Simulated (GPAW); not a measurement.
Consider Al2Ru (I4/mmm).

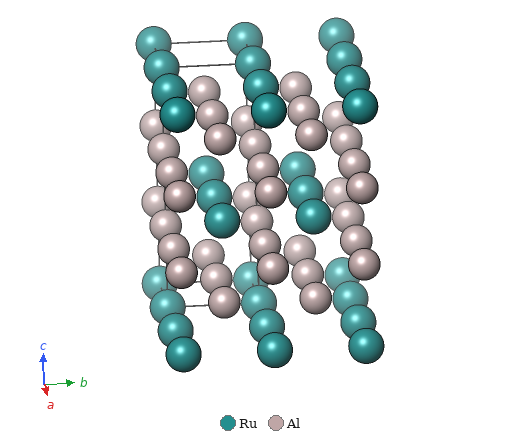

The structure (ruthenium teal, aluminium light grey). 3×2×1 conventional cells are drawn. Some periodic images of atoms are drawn too.

```xyz
3
Lattice="-1.5604 1.5604 4.2218 1.5604 -1.5604 4.2218 1.5604 1.5604 -4.2218" Properties=species:S:1:pos:R:3 pbc="T T T"
Ru    0.0000    0.0000    0.0000
Al    0.0000    0.0000    2.8776
Al    0.0000    0.0000    5.5660
```

Absorber: atom 1, with 8 Al at 2.58 Å, 2 Al at 2.88 Å and 4 Ru at 3.12 Å (14-fold, site symmetry 4/mmm). Method: GPAW, LDA, excited-electron core hole (neutral cell), 27-atom cell with 7.9 Å between holes, 3×3×3 k points, dipole transitions, Gaussian full width 2 eV up to 4 eV, rising linearly to 3.5 eV at 25 eV.

Where do the maxima of the Ru L₃ edge fall?

Main maxima up to 30 eV above the zero (height): 2.8 eV (1.94), 9.4 eV (1.03) and 19.8 eV (0.63). At an L edge the dipole rule selects empty d (and weakly s) states on the absorber, and the strong line at the onset measures the empty part of its d band. 

The Ru L₃ spectrum (energy from the lowest empty level; intensity scaled to a mean of 1 over the first 20 eV; polarised curves are means over the symmetry-equivalent atoms):

```
E (eV)  isotropic  ε ⊥ c  ε ∥ c
  -2.0       0.04   0.04   0.04
  -0.5       0.90   0.84   1.01
   1.0       1.74   1.51   2.21
   2.5       1.93   1.77   2.23
   4.0       1.49   1.49   1.51
   5.5       1.10   1.19   0.91
   7.0       0.90   0.99   0.72
   8.5       0.95   0.93   0.99
  10.0       0.99   0.93   1.11
  11.5       0.79   0.78   0.81
  13.0       0.73   0.75   0.71
  14.5       0.65   0.68   0.59
  16.0       0.56   0.58   0.51
  17.5       0.56   0.56   0.54
  19.0       0.62   0.62   0.62
  20.5       0.62   0.62   0.64
  22.0       0.59   0.58   0.61
  23.5       0.56   0.57   0.55
  25.0       0.53   0.55   0.49
  26.5       0.49   0.50   0.47
  28.0       0.49   0.47   0.52
  29.5       0.54   0.51   0.61
  31.0       0.64   0.60   0.73
```

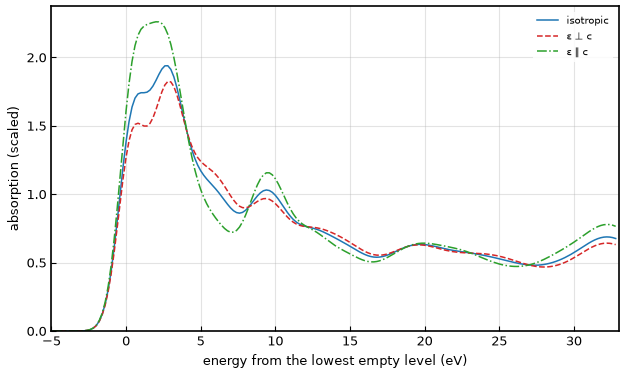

The Ru L₃ edge.

Only the L₃ part is meant: spin–orbit coupling of the core level isn't computed and the L₂ copy isn't added. The script folds with a Gaussian, whereas the core hole's own line is a Lorentzian, so the onset is too steep and the first peak too high. The mesh is coarse (0.33 Å⁻¹ between points), so small maxima may be mesh ripples. The structure is a computed Materials Project entry and may be a hypothetical form.

[Banner, clock and machine lines of the logs are left out without a mark of their own.]

[Logs are printed without paths, hosts, clocks, repeated set-up lines and the standing remarks that a program may print on its own settings, such as how far it seeks lower states.]

[Hosts, paths, dates, database ids (printed as entryN), source tags and the programs' standing remarks are cut or masked in the printed files.]

[Lists of maxima count a maximum above −3 eV only where it reaches 4 % of the highest in the window and stands out from its surroundings by 2 % of it (1.5 % where it reaches 55 %); shoulders and weaker maxima are passed over, and of the rest the first, up to two pre-edge ones and the few strongest are named.]
